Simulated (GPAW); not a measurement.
## Converging the k-point mesh at a smearing width of 0.05 eV: Cu (Fm-3m, 1 atom in the cell)

```
Cu
1.0
    0.00000     1.81042     1.81042
    1.81042     0.00000     1.81042
    1.81042     1.81042     0.00000
Cu
1
Direct
  0.00000   0.00000   0.00000
```

Level of theory: PBE, GPAW PAW datasets PBE (gpaw-data 1.0.1) (plane waves; GPAW 25.7.0).

Base settings: mode = pw; ecut = 800 eV; xc = PBE; kpts = 10 10 10; mesh shift (steps) = 0 0 0; occupations.name = methfessel-paxton; occupations.width = 0.1 eV; occupations.order = 0; nbands = -9; convergence.forces = 0.001 eV/Å.

In this ladder: occupations.width = 0.05 eV.

The second cell is the first with its lattice scaled by 0.98.

Only quantities that move along the ladder and can be compared are tabulated.

The count of work is k-points × plane waves × bands × iterations; it is no time. 

The starting cell has typed, rounded lattice constants, without a prior relaxation at this level. Its lattice was rescaled by up to half a per cent. Spin polarisation is off.

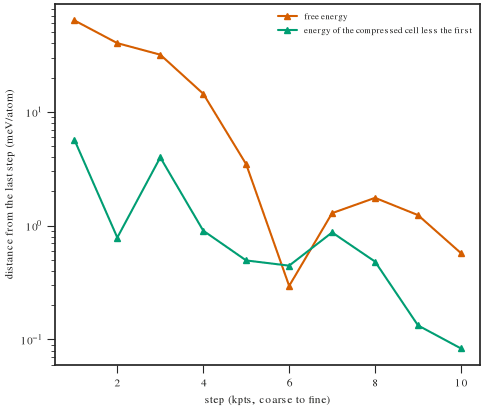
Figure: Distance from the last step along the ladder; very small values are drawn at a floor.

| kpts | free energy less the last step's (meV/atom) | energy of the compressed cell less the first (meV/atom) | pressure (GPa) | count of work / last |
|---|---|---|---|---|
| 6 6 6 | 63.70 | 39.37 | 2.92 | 0.012 |
| 7 7 7 | -40.21 | 32.89 | 1.59 | 0.015 |
| 8 8 8 | 31.82 | 37.66 | 2.62 | 0.027 |
| 10 10 10 | 14.44 | 34.58 | 2.05 | 0.041 |
| 12 12 12 | 3.47 | 33.18 | 1.66 | 0.053 |
| 14 14 14 | -0.30 | 34.12 | 1.84 | 0.078 |
| 17 17 17 | 1.29 | 32.80 | 1.56 | 0.12 |
| 21 21 21 | 1.76 | 33.19 | 1.67 | 0.22 |
| 25 25 25 | 1.24 | 33.54 | 1.75 | 0.34 |
| 30 30 30 | -0.57 | 33.59 | 1.72 | 0.51 |
| 37 37 37 | 0.00 | 33.67 | 1.78 | 1.0 |

Coarsest kpts that holds the energy of the compressed cell less the first within 1 meV/atom of the last step, with all finer ones: 10 10 10, at 0.041 of the last step's count of work; the step before is off by 4.0 meV/atom.

Coarsest kpts that holds the free energy within 2 meV/atom of the last step, with all finer ones: 14 14 14, at 0.078 of the last step's count of work; the step before is off by 3.5 meV/atom.

Coarsest kpts that holds the pressure within 0.5 GPa of the last step, with all finer ones: 10 10 10, at 0.041 of the last step's count of work; the step before is off by 0.84 GPa.

The energy difference between the two cells stays within 1 meV/atom of the last step's from 10 10 10 on, the total only from 30 30 30 on: much of the error is common to both cells and cancels.
